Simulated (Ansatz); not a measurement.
ClH₃O₃Zr···H (doublet)

Input file:

```
crystal:
  periodic: [false, false, false]
  atoms:
    - { symbol: Zr, position_ang: [-0.092855, -0.112886, 0.098606] }
    - { symbol: Cl, position_ang: [0.142835, 0.361215, 2.52681] }
    - { symbol: O, position_ang: [1.637203, -0.280442, -0.684101] }
    - { symbol: H, position_ang: [2.46781, -0.429673, -1.134011] }
    - { symbol: O, position_ang: [-1.056135, 1.308807, -0.729052] }
    - { symbol: H, position_ang: [-1.562925, 1.965274, -1.205515] }
    - { symbol: O, position_ang: [-1.046299, -1.747334, -0.120374] }
    - { symbol: H, position_ang: [-1.523722, -2.559785, -0.28567] }
    - { symbol: H, position_ang: [-0.057913, -0.153675, 5.040809] }
magnetization:
  spin_polarized: true
  initial_magnetization: 1
basis:
  gaussian: { orbitals: def2-SVP }
hamiltonian:
  xc: pbe0
relax:
  f_tol: 0.03
  max_steps: 50
output:
  orbitals: {}
```

Command:

```sh
ansatz run input.yaml --threads 4 --pin off --max-ram 5120MiB --backend cpu --events-out ev --progress --plain --runs-dir out
```

The fields are those of the run's last geometry, not of the input's.

Core potentials replace the inner electrons of Zr.

Computed with Ansatz, UKS PBE0/def2-SVP.

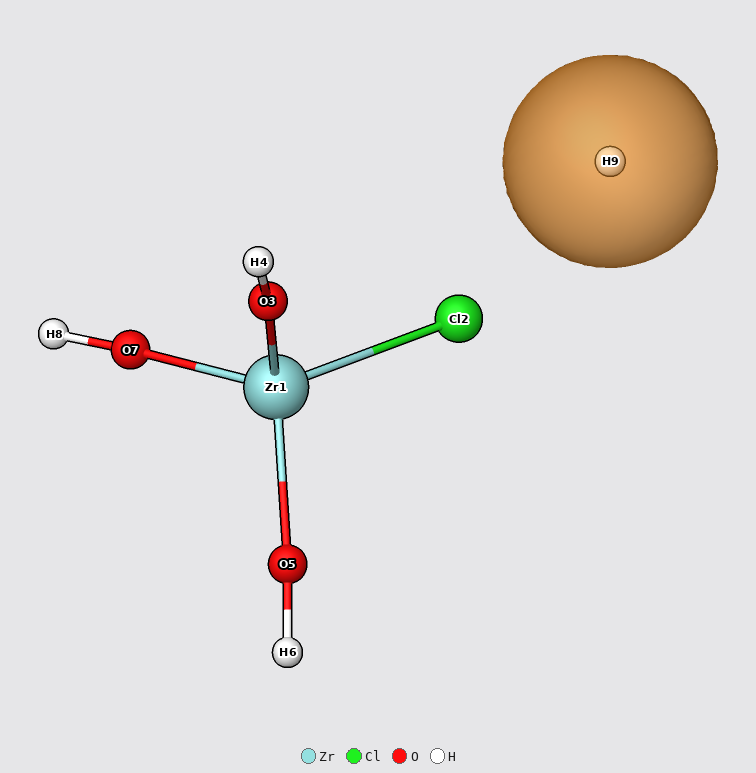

Figure 1. Isosurfaces of the spin density (α minus β) at +0.03 (orange) and −0.03 e/Å³ (purple), seen at an oblique angle.

> Where is the unpaired spin?

The unpaired spin (1 electron) lies mostly on H9 (about 1.0), in electrons by Hirshfeld's partition. Only one sign reaches the isovalue.

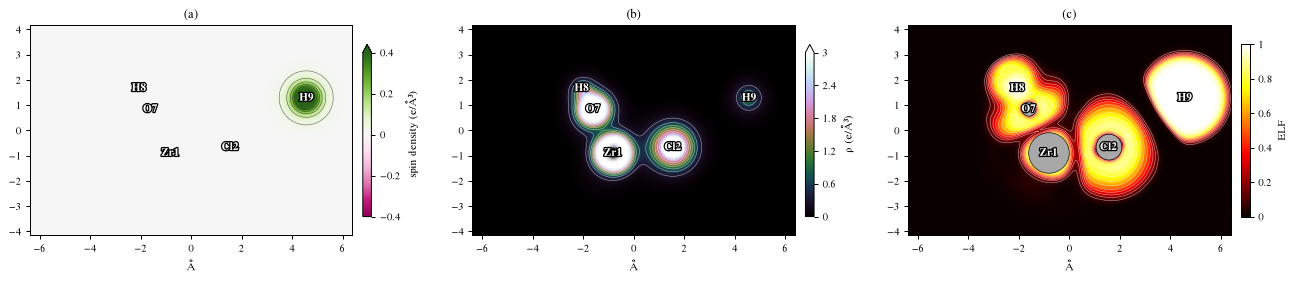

Figure 2. (a) spin density (α minus β); (b) electron density; (c) electron localisation function on the plane of atoms Cl2, Zr1 and O7. Grey discs cover the atomic cores in the ELF map.

> Interpret the plot.

Atoms in the plane: Zr, Cl, O and H.
Zr–O (1.91 Å): the density is about 0.9 e/Å³ at the midpoint; the ELF peaks at about 0.80 in the valence shell of O, 0.5 Å from its nucleus, and drops to about 0.20 between the two atoms.
Zr–Cl (2.39 Å): ρ at the midpoint is about 0.53 e/Å³; the ELF peaks at about 0.85 in the valence shell of Cl, 0.8 Å from its nucleus, and is about 0.30 at the midpoint.
O–H (0.96 Å): ρ at the midpoint is about 3.7 e/Å³; the ELF climbs to about 1 towards the hydrogen, as it does in any bond to H: a covalent bond by its length.

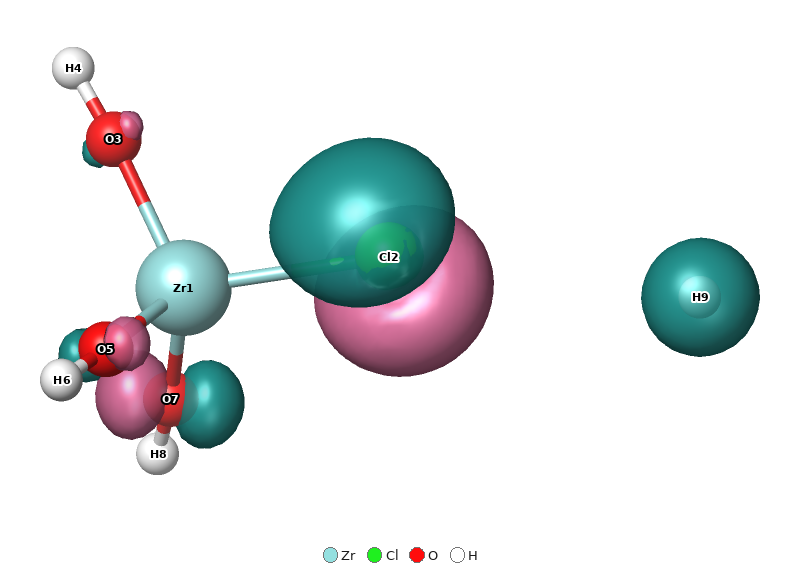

Figure 3. The HOMO (α) at ±0.15 Å⁻³ᐟ² (teal and pink are the two phases), seen at a tilt.

> What is the character of this orbital?

By Hirshfeld shares it lies mainly on Cl2 (about 70 %), H9 (about 10 %) and O7 (about 5 %); largely a lone pair of Cl2. Its energy is −8.32 eV.
